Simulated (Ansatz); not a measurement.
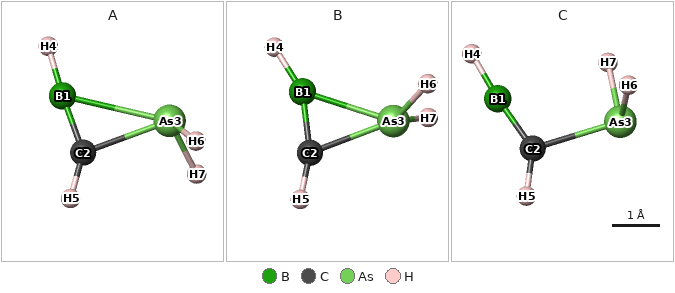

3 geometries from a converged minimum-energy path of CH$_{4}$AsB, shuffled. The picture is a ball-and-stick view, seen at a tilt.

Theory: Ansatz, RKS B3LYP-D4/def2-TZVP. Set-up: 9 movable images; climbing image; force threshold 0.03 eV/Å; iteration limit 60; starting path through a guess of the saddle point.

**Which frame is the top of the path?**

B. In order along the path, whose images run from 0 to 10: C (image 0, 0.0 kcal/mol), B (image 4, +18.2 kcal/mol), A (image 8, +3.1 kcal/mol). The motion is an edge inversion through a T-shaped arrangement: the angle B1–C2–H5 opens from 139° to 162° on the way. No bond forms or breaks between the ends. Bond angles that change up to the highest image, for instance: B1–C2–As3 105.7° → 75.0°, C2–As3–H7 97.4° → 125.3°.

Cost: 3.8 min on 2 threads of Intel(R) Xeon(R) Platinum 8488C (Sapphire Rapids), on a shared host, peak memory 0.33 GiB.
